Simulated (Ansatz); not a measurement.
**One shape, several levels: NH3 (ammonia)**

Aim: a comparison of 5 runs (RPA@PBE/3-21G, MP2/3-21G, MP2/6-31G, CCSDT(Q)/3-21G, FCI/3-21G) of NH3 (ammonia). 

Program for the calculation: Ansatz 0.2.0.

48 further runs of the same task are left out: 48 set aside as unsound or not needed.

## (1) Starting point

NH3: 4 atoms, total charge 0, spin state singlet. SMILES: `N`. The H2–N1 distance was set to 1.266 Å, away from the relaxed value.

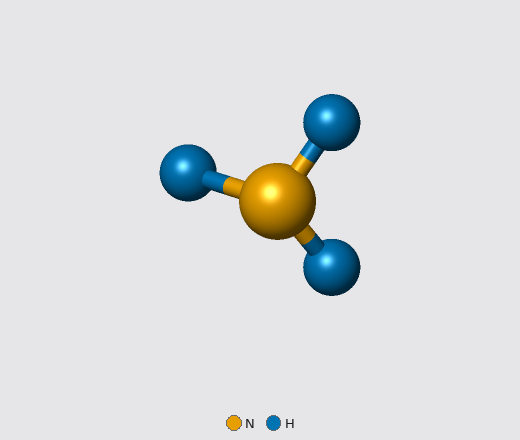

Viewed from a chosen angle; nitrogen amber, hydrogen blue.

## (2) The energy at RPA@PBE/3-21G (run 1)

molecule.yaml

```yaml
crystal:
  periodic: [false, false, false]
  atoms:
    - {symbol: "N", position_ang: [-0.209994, 0.387282, -0.048620]}
    - {symbol: H, position_ang: [0.490470, -0.301820, 0.749180]}
    - {symbol: H, position_ang: [-1.027564, -0.164128, -0.278460]}
    - {symbol: H, position_ang: [0.326836, 0.492092, -0.900750]}
basis:
  gaussian:
    orbitals: 3-21G.json
magnetization:
  spin_polarized: false
  initial_magnetization: 0
hamiltonian:
  xc: {name: PBE}
correlation:
  method: rpa
  frozen_orbitals: {H: 0, "N": 1}
accuracy: high
```

The basis set 3-21G is read from a file made from the Basis Set Exchange's data (not shown).

Run with:

```
$ ansatz run molecule.yaml --threads 1 --pin off --max-ram 3480MiB --events-out events.jsonl --progress --plain --runs-dir runs
```

Log:

```text
Warning: RAYON_NUM_THREADS=1 ignored (pool sized by the plan → 1); use --threads N
Functional definition: PBE
  name "PBE"
  parameter kappa = 0.804
  parameter beta = 0.06672455060314922
  exchange = pbe_x(kappa = kappa, mu = beta*pi^2/3)
  correlation = pbe_c(beta = beta)
290 factors; integrals over basis functions are off by at most 2.8e-9 eV
mean field evaluation 1: about -1522.9766 eV, gradient 4.7e1 eV
mean field evaluation 2: about -1522.9602 eV, gradient 4.7e1 eV
mean field evaluation 4: about -1527.1492 eV, gradient 6.6e0 eV
mean field evaluation 8: about -1527.2643 eV, gradient 2.1e-2 eV
mean field evaluation 16: about -1527.2643 eV, gradient 2.2e-7 eV
mean field -1527.26433755 eV, -56.1259291880 hartree, gradient 4.6e-9 eV, S^2 0.000000; 0 other end points of the search recorded, 0 dependent functions left out
1 core orbitals not correlated: weight in the atoms' cores, before any rotation towards them, 1.000 or more for the frozen orbitals, at most 0.000 for the correlated occupied ones
reference -1519.26901945 eV, -55.8321066671 hartree; 4, 4 occupied and 10, 10 virtual orbitals, 290 factors
Total energy: -1524.69239593 eV, -56.0314120768 hartree
```

Run time: 0.38 s. Hardware: 1 thread of Intel Xeon 6975P-C (Granite Rapids), shared host.

## (3) A single-point energy at MP2/3-21G (run 2)

job.yaml

```yaml
crystal:
  periodic: [false, false, false]
  atoms:
    - {symbol: "N", position_ang: [-0.209994, 0.387282, -0.048620]}
    - {symbol: H, position_ang: [0.490470, -0.301820, 0.749180]}
    - {symbol: H, position_ang: [-1.027564, -0.164128, -0.278460]}
    - {symbol: H, position_ang: [0.326836, 0.492092, -0.900750]}
basis:
  gaussian:
    orbitals: 3-21G.json
accuracy: high
correlation:
  method: mp2
  frozen_orbitals: {H: 0, "N": 1}
```

The basis set 3-21G is read from a file made from the Basis Set Exchange's data (not shown).

Run with:

```
$ ansatz run job.yaml --threads 1 --pin off --max-ram 3480MiB --events-out events.jsonl --progress --plain --runs-dir runs
```

Log:

```text
Warning: RAYON_NUM_THREADS=1 ignored (pool sized by the plan → 1); use --threads N
Functional definition: HF
  name "HF"
  exchange = exact_x
  correlation = 0
290 factors; integrals over basis functions are off by at most 2.8e-9 eV
mean field evaluation 1: about -1518.2768 eV, gradient 2.2e1 eV
mean field evaluation 2: about -1518.2747 eV, gradient 2.2e1 eV
mean field evaluation 4: about -1519.3907 eV, gradient 1.2e0 eV
mean field evaluation 8: about -1519.3988 eV, gradient 1.3e-3 eV
mean field -1519.39879709 eV, -55.8368759077 hartree, gradient 7.6e-8 eV, S^2 0.000000; 0 other end points of the search recorded, 0 dependent functions left out
1 core orbitals not correlated: weight in the atoms' cores, before any rotation towards them, 1.000 or more for the frozen orbitals, at most 0.000 for the correlated occupied ones
reference -1519.39879709 eV, -55.8368759077 hartree; 4, 4 occupied and 10, 10 virtual orbitals, 290 factors
second order -3.20370011 eV of doubles, -0.00000000 eV of singles
Total energy: -1522.60249720 eV, -55.9546097152 hartree
```

Wall time 0.08 s (1 thread of Intel Xeon 6975P-C (Granite Rapids), shared host).

## (4) A single-point energy at MP2/6-31G (run 3)

run.yaml

```yaml
crystal:
  periodic: [false, false, false]
  atoms:
    - {symbol: N, position_ang: [-0.209994, 0.387282, -0.048620]}
    - {symbol: H, position_ang: [0.490470, -0.301820, 0.749180]}
    - {symbol: H, position_ang: [-1.027564, -0.164128, -0.278460]}
    - {symbol: H, position_ang: [0.326836, 0.492092, -0.900750]}
basis:
  gaussian: {orbitals: 6-31G}
accuracy: high
correlation: {method: mp2, frozen_orbitals: {H: 0, "N": 1}}
```

Run with:

```
$ ansatz run run.yaml --threads 1 --pin off --max-ram 3480MiB --events-out events.jsonl --progress --plain --runs-dir runs
```

Log:

```text
Warning: RAYON_NUM_THREADS=1 ignored (pool sized by the plan → 1); use --threads N
[... 4 set-up lines as earlier in the session ...]
350 factors; integrals over basis functions are off by at most 1.2e-8 eV
mean field evaluation 1: about -1525.8300 eV, gradient 2.4e1 eV
mean field evaluation 2: about -1525.8274 eV, gradient 2.4e1 eV
mean field evaluation 4: about -1527.2172 eV, gradient 1.3e0 eV
mean field evaluation 8: about -1527.2264 eV, gradient 1.1e-3 eV
mean field -1527.22637289 eV, -56.1245340126 hartree, gradient 4.8e-8 eV, S^2 0.000000; 0 other end points of the search recorded, 0 dependent functions left out
1 core orbitals not correlated: weight in the atoms' cores, before any rotation towards them, 1.000 or more for the frozen orbitals, at most 0.000 for the correlated occupied ones
reference -1527.22637289 eV, -56.1245340126 hartree; 4, 4 occupied and 10, 10 virtual orbitals, 350 factors
second order -3.35220559 eV of doubles, -0.00000000 eV of singles
Total energy: -1530.57857848 eV, -56.2477252958 hartree
```

Wall time 0.08 s (1 thread of Intel Xeon 6975P-C (Granite Rapids), shared host).

Run 4 isn't shown in full; the table further down has it.

## (5) A single-point energy at FCI/3-21G (run 5)

job.yaml: that of step 3 with these lines changed.

```diff
@@ -3,3 +3,3 @@
   atoms:
-    - {symbol: "N", position_ang: [-0.209994, 0.387282, -0.048620]}
+    - {symbol: N, position_ang: [-0.209994, 0.387282, -0.048620]}
     - {symbol: H, position_ang: [0.490470, -0.301820, 0.749180]}
@@ -12,3 +12,3 @@
 correlation:
-  method: mp2
+  method: fci
   frozen_orbitals: {H: 0, "N": 1}
```

The basis set 3-21G is read from a file made from the Basis Set Exchange's data (not shown).

Run with:

```
$ ansatz run job.yaml --threads 1 --pin off --max-ram 3480MiB --events-out events.jsonl --progress --plain --runs-dir runs
```

Log:

```text
Warning: RAYON_NUM_THREADS=1 ignored (pool sized by the plan → 1); use --threads N
[... 4 set-up lines as earlier in the session ...]
290 factors; integrals over basis functions are off by at most 2.8e-9 eV
mean field evaluation 1: about -1518.2768 eV, gradient 2.2e1 eV
mean field evaluation 2: about -1518.2747 eV, gradient 2.2e1 eV
mean field evaluation 4: about -1519.3907 eV, gradient 1.2e0 eV
mean field evaluation 8: about -1519.3988 eV, gradient 1.3e-3 eV
mean field -1519.39879709 eV, -55.8368759077 hartree, gradient 7.6e-8 eV, S^2 0.000000; 0 other end points of the search recorded, 0 dependent functions left out
1 core orbitals not correlated: weight in the atoms' cores, before any rotation towards them, 1.000 or more for the frozen orbitals, at most 0.000 for the correlated occupied ones
reference -1519.39879709 eV, -55.8368759077 hartree; 4, 4 occupied and 10, 10 virtual orbitals, 290 factors
state -1523.08301433 eV, -55.9722683939 hartree
Total energy: -1523.08301433 eV, -55.9722683939 hartree
```

Wall time 2.2 s (1 thread of Intel Xeon 6975P-C (Granite Rapids), shared host); peak memory 0.15 GiB.

## (6) Overview of the runs

```csv
run,level,energy (Eh),correlation energy (mEh),wall time
1,RPA@PBE/3-21G,-56.031412,-199.3,0.38 s
2,MP2/3-21G,-55.954610,-117.7,0.08 s
3,MP2/6-31G,-56.247725,-123.2,0.08 s
4,CCSDT(Q)/3-21G,-55.972262,-135.4,0.16 s
5,FCI/3-21G,-55.972268,-135.4,2.2 s
```

## (7) Results

```
                                         quantity         value
                              run 5: total energy  -55.97227 Eh
run 5: correlation energy (1 core orbital frozen)    -135.4 mEh
```

Against full CI in this basis: MP2 +17.7 mEh; CCSDT(Q) +0.0 mEh. All runs together took 2.9 s, the longest 2.2 s.
